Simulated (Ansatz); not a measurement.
## Electronic structure of FH3NSi (SMILES N[SiH]F) (doublet) in real space

```json
{"atom": "N", "x (Å)": "-0.5059", "y (Å)": "-0.0163", "z (Å)": "-0.7222"}
{"atom": "Si", "x (Å)": "0.2055", "y (Å)": "-0.6888", "z (Å)": "0.7184"}
{"atom": "F", "x (Å)": "-1.0075", "y (Å)": "-0.9702", "z (Å)": "1.8011"}
{"atom": "H", "x (Å)": "-0.9613", "y (Å)": "0.9006", "z (Å)": "-0.7040"}
{"atom": "H", "x (Å)": "-0.0205", "y (Å)": "-0.1596", "z (Å)": "-1.6130"}
{"atom": "H", "x (Å)": "0.7954", "y (Å)": "-2.0152", "z (Å)": "0.2720"}
```

Level of theory: UKS PBE/def2-SVP in Ansatz.

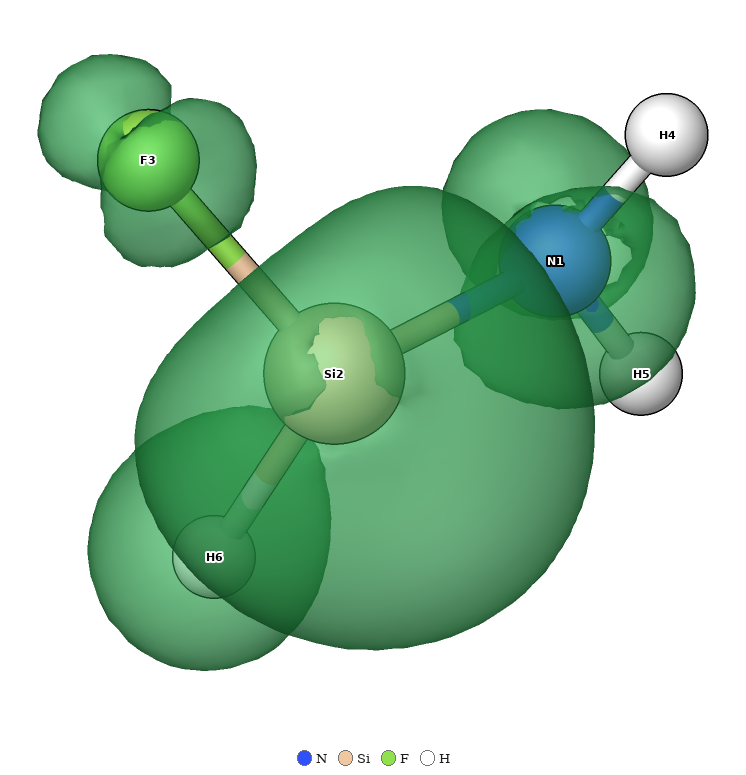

Figure 1. Isosurfaces of the spin density at +0.02 (green) and −0.02 e/Å³ (red), seen at a tilt.

> Where is the unpaired spin?

The unpaired spin (1 electron) lies mostly on Si2 (about 0.7), N1 (about 0.1), H6 (about 0.1) and F3 (about 0.1), in electrons by Hirshfeld's partition.

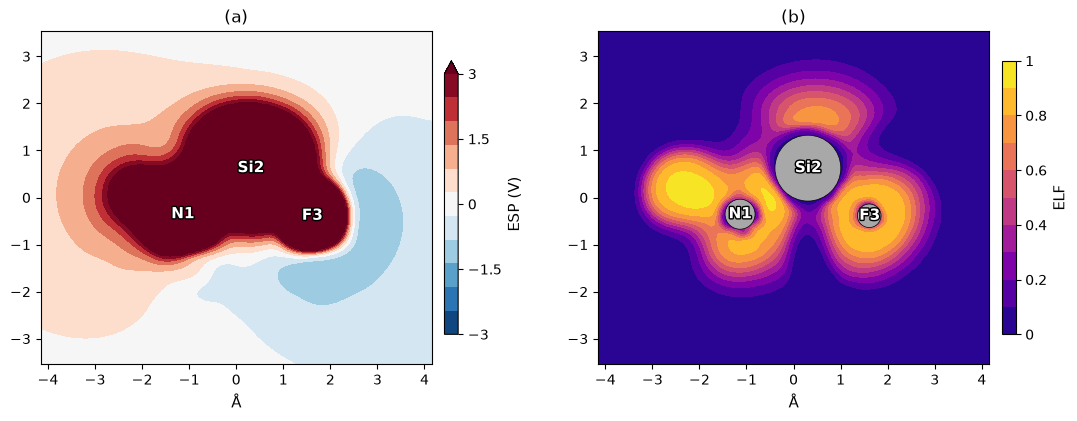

Figure 2. (a) molecular electrostatic potential; (b) ELF on the plane of atoms N1, Si2 and F3. Grey discs cover the atomic cores in the ELF map.

> Interpret the plot.

- The section cuts through N, Si and F sites.
- Si–F (1.65 Å): the ELF peaks at about 0.85 in the valence shell of F, 0.6 Å from its nucleus, and is about 0.45 at the midpoint.
- Si–N (1.74 Å): the ELF peaks at about 0.90 between the atoms; a shared but strongly polarised pair.
- The ELF also peaks beside F3, away from the bonds: non-bonding electrons, paired or unpaired.
- Outside the dense part of the molecule the potential is most negative (−1.3 V) near F3.

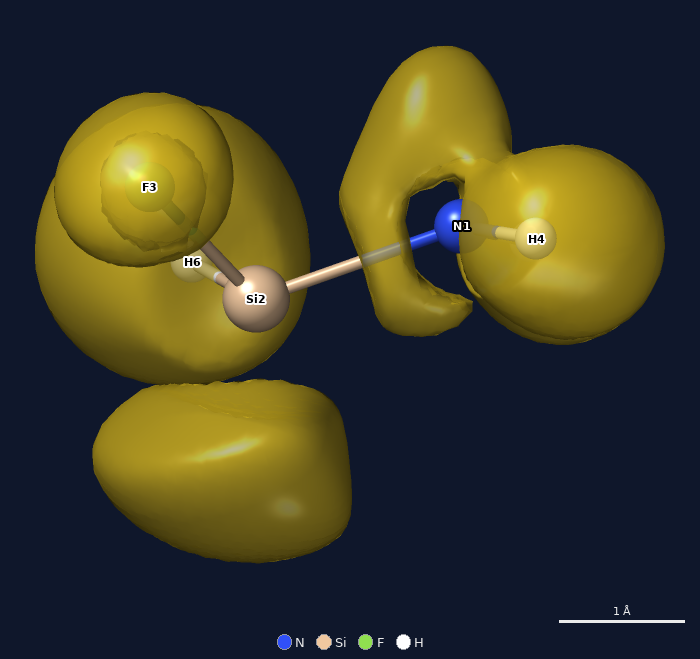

Figure 3. Isosurface of the ELF at 0.8 (yellow), seen from one side. Core shells and regions of very low density are left out.

> Describe the localisation domains.

The surface consists of one region around a hydrogen nucleus, one lobe on Si, pointing away from the bonds (non-bonding electrons), one region wrapped around F (its lone pairs, merged into a ring or cap) and one joined region spread over several atoms (H, N), in which their bonds and any lone pairs are merged.
